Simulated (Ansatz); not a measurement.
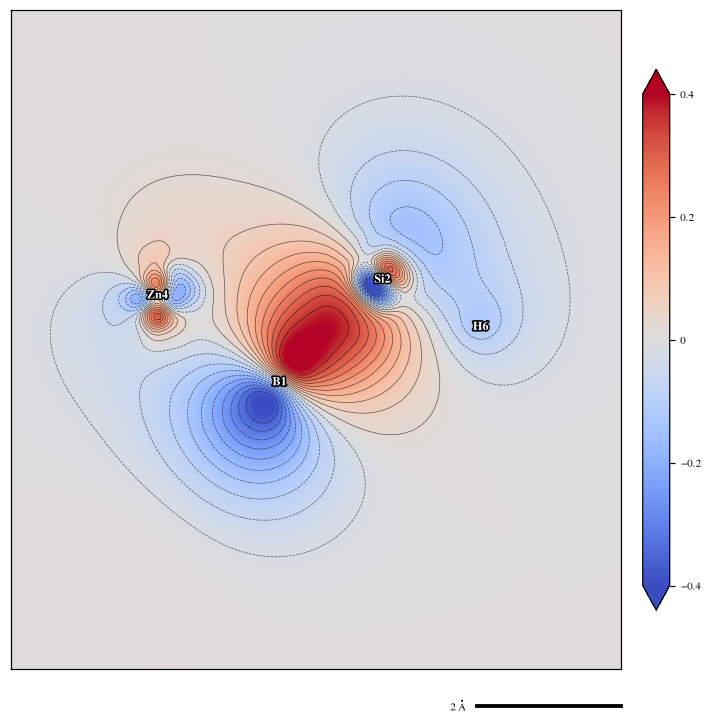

Figure. BH₇Si₂Zn. The HOMO−1 on the plane of atoms Si2, B1 and Zn4 (values in Å⁻³ᐟ²; the overall sign is arbitrary).

Geometry: B3LYP/6-31G*.

These are results of Ansatz, isolated molecule in a Gaussian basis; Kohn-Sham density functional theory, functional PBE0, not measurements.

```csv
atom,x (Å),y (Å),z (Å)
B,0.1673,1.0958,-0.1805
Si,-1.7154,0.4223,-0.4820
Si,1.7214,-0.1980,-0.1782
Zn,0.4976,2.0394,-1.9905
H,-2.7248,1.5026,-0.6951
H,-2.1621,-0.3535,0.7171
H,-1.8441,-0.4904,-1.6574
H,1.7230,-1.1343,-1.3420
H,3.0634,0.4580,-0.1837
H,1.6606,-1.0432,1.0550
H,0.2724,2.0400,0.5579
```

Q: What is the character of this orbital?

A: Its weight (Hirshfeld) is mainly on B1 (about 30 %), Si2 (about 20 %), Si3 (about 20 %), H5 (about 5 %) and H9 (about 5 %). Its energy is −7.67 eV.
